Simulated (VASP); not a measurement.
Energy against volume of Ir (fcc). Method: r2SCAN+rVV10, VASP's PBE PAW potentials (set 64) (plane waves; VASP).

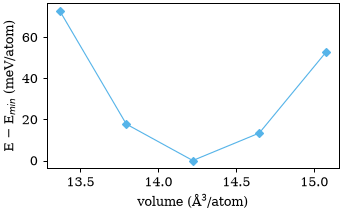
Energy against volume

Task: Estimate the equilibrium volume and the bulk modulus.

Result: The minimum lies near 14.2 Å³/atom, and the curvature gives B0 of about 390 GPa.

Measured: bulk modulus 365 GPa at 0 K (computed value off by +5.6 %), as given by H. Levämäki et al., Physical Review B (2014), arXiv:1402.3671 [corrected for temperature and zero-point phonon effects]; a 3.831 Å at 0 K (computed value off by +0.4 %), as given by Daniel Mejia-Rodriguez et al., Physical Review B (2018), arXiv:1807.09216 [static lattice: zero-point anharmonic expansion removed].

The compound is Ir in the fcc structure. It was relaxed first.
